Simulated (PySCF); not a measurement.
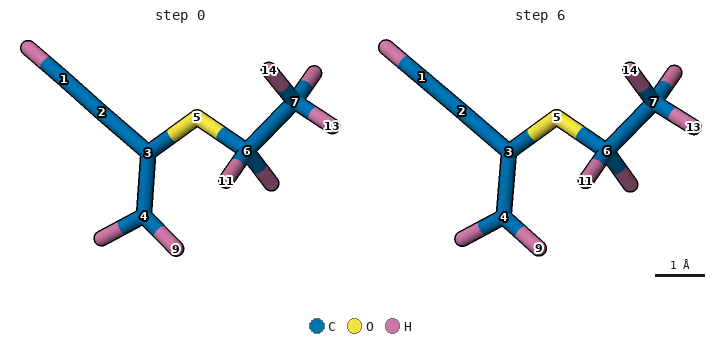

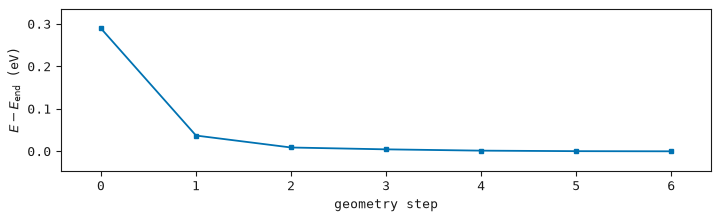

First and last geometry of a relaxation of C6H8O, with the history of the run. Style: stick. Shown at a tilt.

The start comes from GFN2-xTB. Its atoms were then displaced at random by about 0.01 Å.

Level of theory: PySCF 2.14.0, density-fitted response routines, PBE0-D3(BJ)/def2-SVP geometry optimisation, gas phase. 

Q: What do the curves and the structures tell?

A: It converged. Over 6 geometry steps the energy falls by 0.290 eV. The largest move after the best rigid fit is that of an H atom, 0.059 Å. Largest moves by element: H 0.059 Å, C 0.057 Å, O 0.017 Å. Among the contacts that change: C–H 1.052 → 1.100 Å, C–C 1.168 → 1.212 Å, C–C 1.307 → 1.347 Å, C–O 1.377 → 1.348 Å. Among the angles between lasting bonds that change: C–C–H 127.0° → 122.8°, H–C–H 114.8° → 118.2°, H–C–H 111.2° → 108.5°. Cost: 110 s on 1 thread of AMD EPYC, on a shared host.
